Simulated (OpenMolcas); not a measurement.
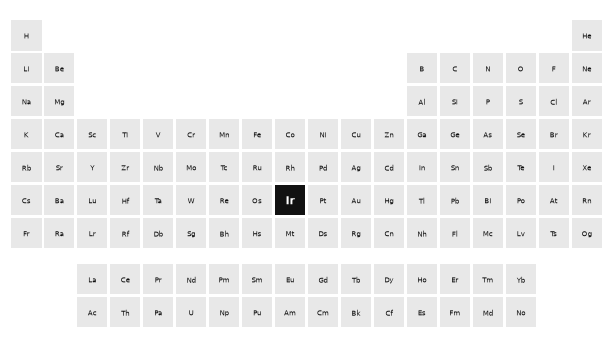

Figure 1. The place of iridium in the periodic table.

## Multiconfigurational calculation, with input and output: Ir⁺

System: Ir⁺.
Method: state-averaged MS-CASPT2, IPEA shift 0.25, imaginary shift 0.1 hartree, semicore shells correlated, active space 8 electrons in the shell 5d, basis ANO-RCC-VDZ, DKH2 scalar Hamiltonian, spin-orbit coupling by RASSI with atomic mean-field integrals (OpenMolcas).

## Input file
```
&GATEWAY
Coord
1

Ir 0.0 0.0 0.0
Basis=ANO-RCC-VDZ
Group=XYZ
NoMove
AngMom=0.0 0.0 0.0
AMFI
&SEWARD
&RASSCF
FileOrb=start.orb
Symmetry=1
Spin=3
nActEl=8 0 0
Inactive=15 19
Ras2=5 0
CIRoot=10 10 1
SDav=10
CIMx=300
Iter=120 100
PrWF=0.3
OrbListing=Nothing
MaxOrb=0
Atom
>>> COPY $Project.JobIph JOB001
&RASSCF
FileOrb=start.orb
Symmetry=1
Spin=1
nActEl=8 0 0
Inactive=15 19
Ras2=5 0
CIRoot=15 15 1
SDav=15
CIMx=300
Iter=120 100
PrWF=0.3
OrbListing=Nothing
MaxOrb=0
Atom
>>> COPY $Project.JobIph JOB002
&RASSI
NrOfJobIphs=2 10 14
1 2 3 4 5 6 7 8 9 10
1 2 3 4 5 6 7 8 9 10 11 12 13 14
IphNames
JOB001
JOB002
EJob
SpinOrbit
DIPRint=1.0
SOCoupling=1000.0
Subsets=2
MEES
Property=10
'ANGMOM' 1 'ANGMOM' 2 'ANGMOM' 3 'MLTPL  1' 1 'MLTPL  1' 2 'MLTPL  1' 3
'AMFI' 1 'AMFI' 2 'AMFI' 3 'MLTPL  2' 6
SOProperty=3
'ANGMOM' 1 'ANGMOM' 2 'ANGMOM' 3
>>> COPY JOB001 $Project.JobIph
&CASPT2
Multistate=10 1 2 3 4 5 6 7 8 9 10
Frozen=14 16
IPEA=0.25
Imaginary=0.1
MaxIter=60
WThr=0.0 0.3 0.05
PrWF=0.5
NoMix
Shift=0.2
Sig2=0.3
```

The file start.orb holds starting orbitals from an earlier step.

Run as:
```bash
OMP_NUM_THREADS=1 MOLCAS_MEM=2252 MOLCAS_PROJECT=a pymolcas a.inp > a.log  # once for each step of the input, in one work folder
```

## Log (extracts)
```
|
   -----------------------------------------------------------------------------------------
++ ---------   Input file   ---------
>>> COPY JOB001 $Project.JobIph
&CASPT2
Multistate=10 1 2 3 4 5 6 7 8 9 10
Frozen=14 16
IPEA=0.25
Imaginary=0.1
MaxIter=60
WThr=0.0 0.3 0.05
PrWF=0.5
NoMix
Shift=0.2
Sig2=0.3
-- ----------------------------------
>>> COPY JOB001 a.JobIph
*** symbolic link created: INPORB -> a.RasOrb
--- Start Module: caspt2 at  ---
()()()()()()()()()()()()()()()()()()()()()()()()()()()()()()()()()()()()()()()()()()()()()()()()()()
                                              &CASPT2
                                   only a single process is used
                       available to each process: 2.3 GB of memory, 1 thread
()()()()()()()()()()()()()()()()()()()()()()()()()()()()()()()()()()()()()()()()()()()()()()()()()()
 ###    ERROR: More than one intruder-state removal technique                ###
 ###    active: SHIFt/IMAGinary/SIG1/SIG2 are mutually exclusive!            ###
--- Stop Module: caspt2 at  /rc=_RC_INPUT_ERROR_ ---
.####################.
.# User input error #.
.####################.
```

## Outcome

- outcome: refused by the program
- hardware: 1 thread of Intel Xeon (Sapphire Rapids), 176 GiB of memory available, shared host

## What went wrong

One thing in this input was made wrong on purpose: two shifts. The program refused the input; the driver noted: CASPT2 spin 3: _RC_INPUT_ERROR_.
